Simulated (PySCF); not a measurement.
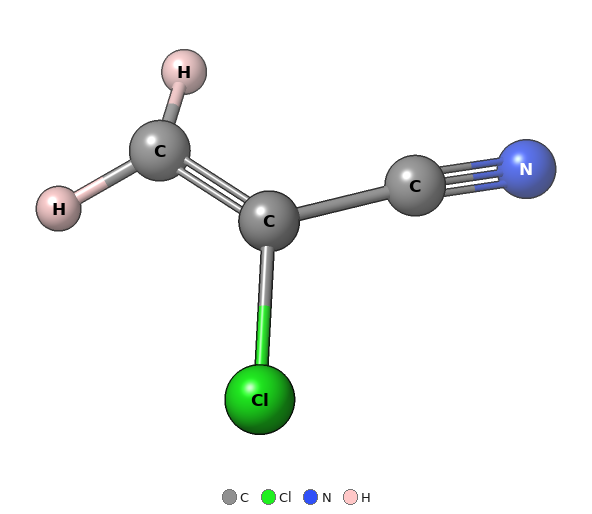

Orthographic view. Depth is shown by fading: the farther an atom, the more it takes the colour of the background. Geometry: a frame of a GFN2-xTB molecular-dynamics simulation, not a minimum.

Give the standard InChI.

Answer. InChI=1S/C3H2ClN/c1-3(4)2-5/h1H2
